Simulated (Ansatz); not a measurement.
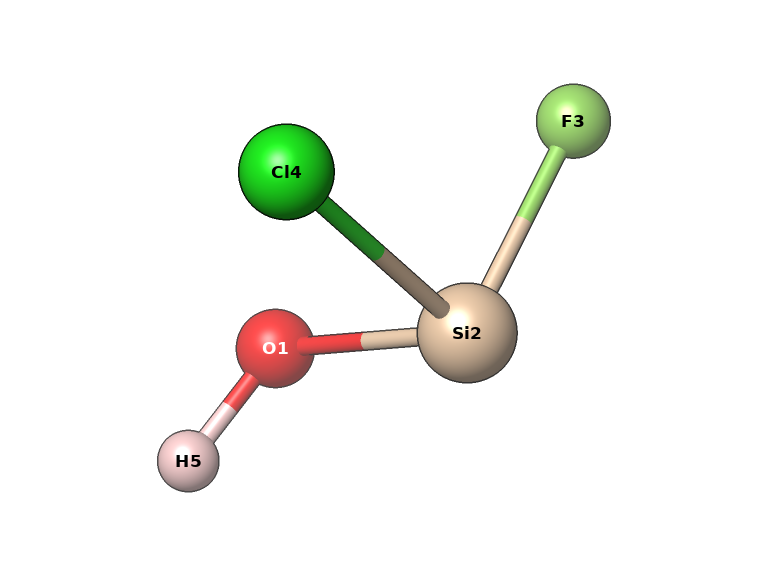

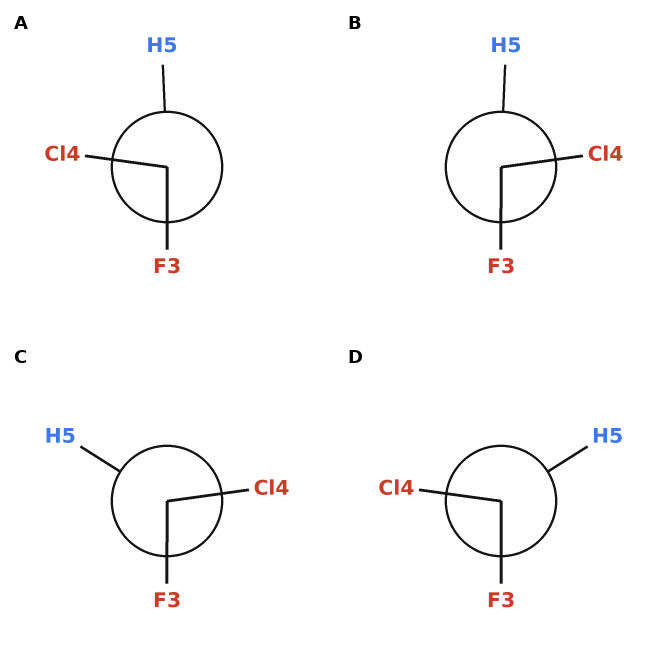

Atoms fade into the background with distance from the viewer. Bonds that would overlap in a projection are set slightly apart. State: charge −1, singlet. The computed structure is the end point of a PBE-D4/def2-SVPD optimisation. No frequency run is at hand to confirm it as a minimum.

Which Newman projection shows the view along Si2–O1, with Si2 in front?

B. The torsion angle Cl4–Si2–O1–H5 is −80°, about perpendicular.
